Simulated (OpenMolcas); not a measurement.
# A workflow on BH3O2 (SMILES OBO)

Aim: a single-point energy (HF/ANO-RCC-MB), then a single-point energy (CASSCF(2,2)/ANO-RCC-VDZP), then the energy along one coordinate (CASPT2(2,2)/ANO-RCC-VDZP), then the energy along one coordinate (SC-NEVPT2(2,2)/ANO-RCC-VDZP), then the energy along one coordinate (MC-PDFT[tPBE](2,2)/ANO-RCC-VDZP) of BH3O2. 

Program for the calculation: OpenMolcas 26.06.

## 1. The structure to begin with

BH3O2 has 6 atoms, charge 0, and is taken as a singlet. SMILES: `OBO`. The coordinates come from a PBE0-D4/def2-TZVP relaxation. This is one conformer, not always the lowest.

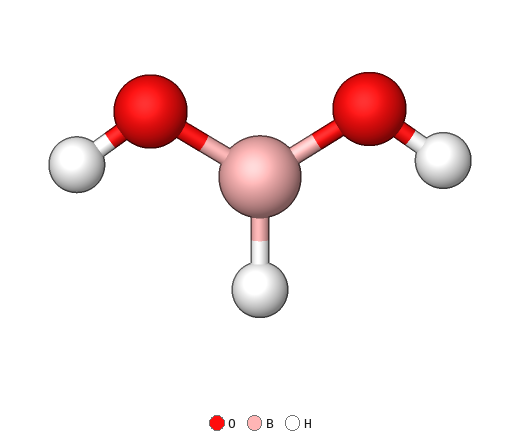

Viewed from a chosen angle; oxygen red, boron pink, hydrogen white.

## 2. The energy at HF/ANO-RCC-MB (DKH2) (run 1)

The input, geom.xyz:

```xyz
6

O     -1.176200    -0.524500    -0.251800
B      0.049500     0.028100    -0.072900
O      0.580600    -0.053800     1.172500
H     -1.494700    -0.433500    -1.150600
H      0.637800     0.565600    -0.976100
H      1.445200     0.354100     1.232800
```

The input, step1.input:

```
* BH3O2 Hartree-Fock
>>> EXPORT MOLCAS_PRINT=2
&GATEWAY
COORD
geom.xyz
BASIS
ANO-RCC-MB
GROUP
NoSym
&SEWARD
&SCF
PRORBITALS
0
&LOCALISATION
OCCUPIED
FREEZE
PIPEK-MEZEY
&LOCALISATION
FILEORB
$Project.LocOrb
VIRTUAL
PIPEK-MEZEY
```

On the command line:

```console
$ export MOLCAS_MEM=1860
$ pymolcas step1.input > step1.log
```

Standard output:

```text
--- Start Module: gateway ---
[...]
--- Stop Module: gateway /rc=_RC_ALL_IS_WELL_ ---
[...]
      Basis functions           18
[...]
       Convergence after   9 Iterations
[...]
::    Total SCF energy                               -176.1744622308
[...]
      Total spin, S                                     0.0000000000
[...]
      Total electronic charge=   24.000000
      Total            charge=   -0.000000
[...]
      Dipole Moment (debye):
      Origin of the operator (angstrom)=   -0.1823   -0.1836    0.2830
                   X=  1.4632E+00               Y=  1.3367E+00               Z= -2.2469E+00           Total=  2.9960E+00
      Quadrupole Moment (debye*angstrom):
[...]
--- Start Module: localisation ---
[...]
--- Stop Module: localisation /rc=_RC_ALL_IS_WELL_ ---
--- Start Module: localisation ---
[...]
--- Stop Module: localisation /rc=_RC_ALL_IS_WELL_ ---
[...]
```

It took 1.6 s on 1 thread of Intel Xeon 6975P-C (Granite Rapids), shared host; peak memory 0.37 GiB.

## 3. The energy at CASSCF(2,2)/ANO-RCC-VDZP (DKH2) (run 2)

geom.xyz is that of step 2.

The input, step2.inp:

```
&GATEWAY
Coord=geom.xyz
Basis=ANO-RCC-MB
Group=NoSym
&SEWARD
&RASSCF
FileOrb=$CurrDir/step1.LocOrb
Alter=2
1 7 12
1 13 16
Spin=1
Nactel=2 0 0
Inactive=11
Ras2=2
OrbListing=Nothing
>>> COPY $Project.RunFile RUNFIL1
>>> COPY $Project.RasOrb INPORB
&GATEWAY
Coord=geom.xyz
Basis=ANO-RCC-VDZP
Group=NoSym
&SEWARD
>>> COPY $Project.RunFile RUNFIL2
&EXPBAS
&RASSCF
FileOrb=$Project.ExpOrb
Spin=1
Nactel=2 0 0
Inactive=11
Ras2=2
OrbListing=Nothing
OrbAppear=Compact
```

On the command line:

```console
$ export MOLCAS_MEM=1860
$ pymolcas step2.inp > step2.log
```

Standard output:

```text
--- Start Module: gateway ---
[...]
      Basis functions           18
[...]
      Number of active orbitals                  2
[...]
      Spin quantum number                      0.0
[...]
      Active orbitals                            2
[...]
      Number of CSFs                             3
[...]
      Number of root(s) required                 1
[...]
      Convergence after  7 iterations
[...]
      printout of CI-coefficients larger than  0.05 for root  1
      energy=    -176.186578
      conf/sym  11     Coeff  Weight
             1  20   0.99600 0.99202
             3  02  -0.08932 0.00798
      Natural orbitals and occupation numbers for root  1
      sym 1:   1.984043   0.015957
      ************************************************************************************************************************
      *                                                    Final results                                                     *
[...]
::    RASSCF root number  1 Total energy:   -176.18657812
[...]
      Basis functions           57
[...]
      Convergence after 12 iterations
[...]
      Natural orbitals and occupation numbers for root  1
      sym 1:   1.983741   0.016259
      ************************************************************************************************************************
      *                                                    Final results                                                     *
[...]
::    RASSCF root number  1 Total energy:   -176.45438719
[...]
      Total electronic charge=   24.000000
      Total            charge=   -0.000000
[...]
      Dipole Moment (debye):
      Origin of the operator (angstrom)=   -0.1823   -0.1836    0.2830
                   X=  1.3158E+00               Y=  1.2020E+00               Z= -2.0205E+00           Total=  2.6942E+00
      Quadrupole Moment (debye*angstrom):
[...]
```

Run time: 5.4 s. Hardware: 1 thread of Intel Xeon 6975P-C (Granite Rapids), shared host; peak memory 0.4 GiB.

## 4. The energy along one coordinate at CASPT2(2,2)/ANO-RCC-VDZP (DKH2, ipea shift 0.25 Eh, pt2 variant SS) (run 3)

The input, step3.input:

```
>>> COPY $CurrDir/step2.RasOrb $Project.RasOrb
>>> ForEach K in (1, 2, 3, 4, 5, 6, 7, 8, 9)

&GATEWAY
  Coord
  $CurrDir/point$K.xyz
  Basis
  ANO-RCC-VDZP
  Group
  NoSym

&SEWARD

&RASSCF
  FileOrb
  $Project.RasOrb
  Spin
  1
  Nactel
  2 0 0
  Inactive
  11
  Ras2
  2
  OrbListing
  Nothing
  OrbAppear
  Compact

&CASPT2
  Imaginary
  0.2
  Frozen
  3
>>> EndDo
```

On the command line:

```console
$ export MOLCAS_MEM=1860
$ pymolcas step3.input > step3.log
```

Standard output:

```text
[...]
      Basis functions           57
[...]
      Number of active orbitals                  2
[...]
      Spin quantum number                      0.0
[...]
      Active orbitals                            2
[...]
      Number of CSFs                             3
[...]
      Number of root(s) required                 1
[...]
      Convergence after 10 iterations
[...]
      printout of CI-coefficients larger than  0.05 for root  1
      energy=    -176.444998
      conf/sym  11     Coeff  Weight
             1  20   0.99714 0.99428
             3  02  -0.07564 0.00572
      Natural orbitals and occupation numbers for root  1
      sym 1:   1.988558   0.011442
      ************************************************************************************************************************
      *                                                    Final results                                                     *
[...]
::    RASSCF root number  1 Total energy:   -176.44499810
[...]
::    CASPT2 Root  1     Total energy:   -176.90729315
[...]
      Convergence after 10 iterations
[...]
      Natural orbitals and occupation numbers for root  1
      sym 1:   1.983763   0.016237
      ************************************************************************************************************************
      *                                                    Final results                                                     *
[...]
      Convergence after 10 iterations
[...]
      Convergence after 10 iterations
[...]
      Convergence after  9 iterations
[...]
::    RASSCF root number  1 Total energy:   -176.30870864
[...]
::    CASPT2 Root  1     Total energy:   -176.76214094
[...]
      Convergence after  9 iterations
[...]
::    RASSCF root number  1 Total energy:   -176.29696736
[...]
      Reference weight:           0.88364
[...]
::    CASPT2 Root  1     Total energy:   -176.74827321
[...]
```

Run time: 35 s. Hardware: 1 thread of Intel Xeon 6975P-C (Granite Rapids), shared host; peak memory 0.41 GiB.

The scan, from its lowest point:

| H5–B2 (Å) | energy (kJ/mol) |
| --- | --- |
| 1.084 | 22.1 |
| 1.204 | 0.0 |
| 1.325 | 12.0 |
| 1.506 | 61.1 |
| 1.746 | 144.2 |
| 2.048 | 242.8 |
| 2.409 | 332.7 |
| 2.891 | 403.2 |
| 3.613 | 439.6 |

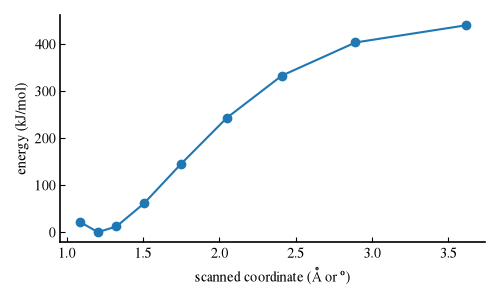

Energy along the scan.

## 5. The energy along one coordinate at SC-NEVPT2(2,2)/ANO-RCC-VDZP (DKH2, pt2 variant SC-NEVPT2) (run 4)

The input, step4.inp:

```
* BH3O2 NEVPT2
>>> EXPORT MOLCAS_PRINT=2
>>> COPY $CurrDir/step2.RasOrb $Project.RasOrb
>>> ForEach K in (1, 2, 3, 4, 5, 6, 7, 8, 9)

&GATEWAY
 Coord = $CurrDir/point$K.xyz
 Basis = ANO-RCC-VDZP
 Group = NoSym

&SEWARD

&RASSCF
 FileOrb = $Project.RasOrb
 Spin = 1
 Nactel = 2 0 0
 Inactive = 11
 Ras2 = 2
 OrbListing = Nothing
 OrbAppear = Compact

&CASPT2
 SC-NEVPT2
 Frozen = 3
>>> EndDo
```

On the command line:

```console
$ export MOLCAS_MEM=1860
$ pymolcas step4.inp > step4.log
```

Standard output:

```text
--- Start Module: gateway ---
[...]
      Basis functions           57
[...]
      Number of active orbitals                  2
[...]
      Spin quantum number                      0.0
[...]
      Active orbitals                            2
[...]
      Number of CSFs                             3
[...]
      Number of root(s) required                 1
[...]
      Convergence after 10 iterations
[...]
      printout of CI-coefficients larger than  0.05 for root  1
      energy=    -176.444998
      conf/sym  11     Coeff  Weight
             1  20   0.99714 0.99428
             3  02  -0.07564 0.00572
      Natural orbitals and occupation numbers for root  1
      sym 1:   1.988558   0.011442
      ************************************************************************************************************************
      *                                                    Final results                                                     *
[...]
::    RASSCF root number  1 Total energy:   -176.44499810
[...]
::    SC-NEVPT2 Root  1     Total energy:   -176.90242840
[...]
      Convergence after 10 iterations
[...]
      Natural orbitals and occupation numbers for root  1
      sym 1:   1.983763   0.016237
      ************************************************************************************************************************
      *                                                    Final results                                                     *
[...]
      Convergence after 10 iterations
[...]
      Convergence after 10 iterations
[...]
      Convergence after  9 iterations
[...]
::    RASSCF root number  1 Total energy:   -176.30870864
[...]
::    SC-NEVPT2 Root  1     Total energy:   -176.75947922
[...]
      Convergence after  9 iterations
[...]
::    RASSCF root number  1 Total energy:   -176.29696736
[...]
::    SC-NEVPT2 Root  1     Total energy:   -176.74615999
[...]
```

Run time: 36 s. Hardware: 1 thread of Intel Xeon 6975P-C (Granite Rapids), shared host; peak memory 0.4 GiB.

The scan, from its lowest point:

| H5–B2 (Å) | energy (kJ/mol) |
| --- | --- |
| 1.084 | 22.7 |
| 1.204 | 0.0 |
| 1.325 | 11.4 |
| 1.506 | 59.5 |
| 1.746 | 141.7 |
| 2.048 | 239.5 |
| 2.409 | 328.6 |
| 2.891 | 398.1 |
| 3.613 | 433.0 |

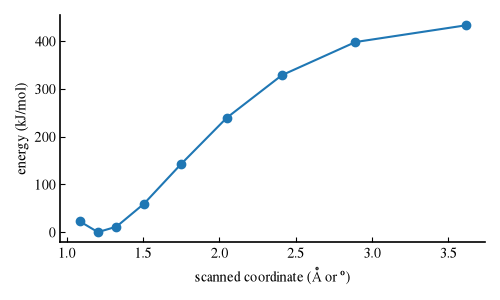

Energy along the scan.

## 6. An energy scan at MC-PDFT[tPBE](2,2)/ANO-RCC-VDZP (DKH2) (run 5)

The input, step5.inp:

```
>>> EXPORT MOLCAS_PRINT=2
>>> COPY $CurrDir/step2.RasOrb $Project.RasOrb
>>> ForEach K in (1, 2, 3, 4, 5, 6, 7, 8, 9)
&GATEWAY
COORD=$CurrDir/point$K.xyz
BASIS=ANO-RCC-VDZP
GROUP=NoSym
&SEWARD
&RASSCF
FILEORB=$Project.RasOrb
SPIN=1
NACTEL=2 0 0
INACTIVE=11
RAS2=2
ORBLISTING=Nothing
ORBAPPEAR=Compact
&MCPDFT
KSDFT=T:PBE
>>> EndDo
```

On the command line:

```console
$ export MOLCAS_MEM=1860
$ pymolcas step5.inp > step5.log
```

Standard output:

```text
--- Start Module: gateway ---
[...]
      Basis functions           57
[...]
      Number of active orbitals                  2
[...]
      Spin quantum number                      0.0
[...]
      Active orbitals                            2
[...]
      Number of CSFs                             3
[...]
      Number of root(s) required                 1
[...]
      Convergence after 10 iterations
[...]
      printout of CI-coefficients larger than  0.05 for root  1
      energy=    -176.444998
      conf/sym  11     Coeff  Weight
             1  20   0.99714 0.99428
             3  02  -0.07564 0.00572
      Natural orbitals and occupation numbers for root  1
      sym 1:   1.988558   0.011442
      ************************************************************************************************************************
      *                                                    Final results                                                     *
[...]
::    RASSCF root number  1 Total energy:   -176.44499810
[...]
::    MCPDFT root number  1 Total energy:   -177.15407221
[...]
      Convergence after 10 iterations
[...]
      Natural orbitals and occupation numbers for root  1
      sym 1:   1.983763   0.016237
      ************************************************************************************************************************
      *                                                    Final results                                                     *
[...]
      Convergence after 10 iterations
[...]
      Convergence after 10 iterations
[...]
      Convergence after  9 iterations
[...]
::    RASSCF root number  1 Total energy:   -176.30870864
[...]
::    MCPDFT root number  1 Total energy:   -177.00460091
[...]
      Convergence after  9 iterations
[...]
::    RASSCF root number  1 Total energy:   -176.29696736
[...]
::    MCPDFT root number  1 Total energy:   -176.98906478
[...]
```

Wall time 48 s (1 thread of Intel Xeon 6975P-C (Granite Rapids), shared host); peak memory 0.4 GiB.

The scan, from its lowest point:

| H5–B2 (Å) | energy (kJ/mol) |
| --- | --- |
| 1.084 | 22.5 |
| 1.204 | 0.0 |
| 1.325 | 11.0 |
| 1.506 | 58.3 |
| 1.746 | 140.0 |
| 2.048 | 239.8 |
| 2.409 | 335.1 |
| 2.891 | 414.9 |
| 3.613 | 455.7 |

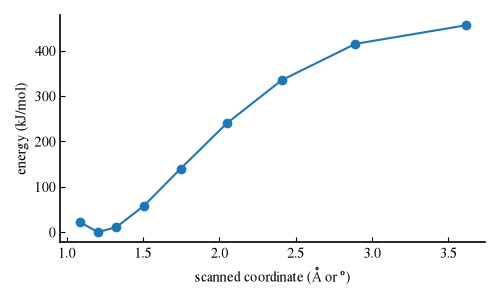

Energy along the scan.

## 7. Summary of results

| quantity | value |
| --- | --- |
| run 1, HF/ANO-RCC-MB: total energy | -176.17446 Eh |
| run 1, HF/ANO-RCC-MB: dipole moment | 3.00 D |
| run 1, HF/ANO-RCC-MB: HOMO energy | -14.00 eV |
| run 1, HF/ANO-RCC-MB: LUMO energy | 4.61 eV |
| run 1, HF/ANO-RCC-MB: HOMO–LUMO gap | 18.61 eV |
| run 2, CASSCF(2,2)/ANO-RCC-VDZP: total energy | -176.45439 Eh |
| run 2, CASSCF(2,2)/ANO-RCC-VDZP: dipole moment (CASSCF density) | 2.69 D |
| run 3, CASPT2(2,2)/ANO-RCC-VDZP: lowest energy of the scan | -176.91571 Eh |
| run 4, SC-NEVPT2(2,2)/ANO-RCC-VDZP: lowest energy of the scan | -176.91109 Eh |
| run 5, MC-PDFT[tPBE](2,2)/ANO-RCC-VDZP: lowest energy of the scan | -177.16264 Eh |

In words: Mulliken charges (run 2, CASSCF(2,2)/ANO-RCC-VDZP) run from -0.32 on O1 to +0.64 on B2; they depend strongly on the basis.
